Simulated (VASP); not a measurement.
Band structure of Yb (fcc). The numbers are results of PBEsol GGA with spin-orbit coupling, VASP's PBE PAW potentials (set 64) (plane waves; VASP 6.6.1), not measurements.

The 4f electrons are frozen in the core of the lanthanide potential, so 4f levels, which can set the real gap, and their magnetism are missing.

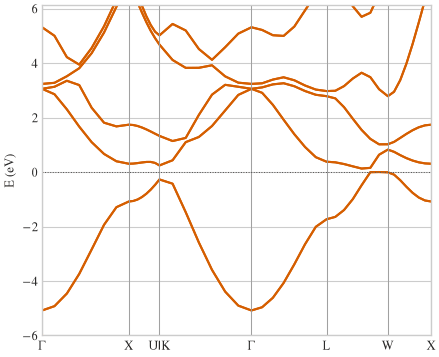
*Bands along high-symmetry lines, zero at the valence-band maximum or, without a gap, the Fermi level*

### Question
Read the plot: is there a gap, and where are the band edges?

### Answer
The gap is indirect, 0.13 eV, from the valence maximum at L-W at 0.86 to the conduction minimum at L-W at 0.57.

The compound is Yb in the fcc structure. It was relaxed first, which changed the volume by -11 %.
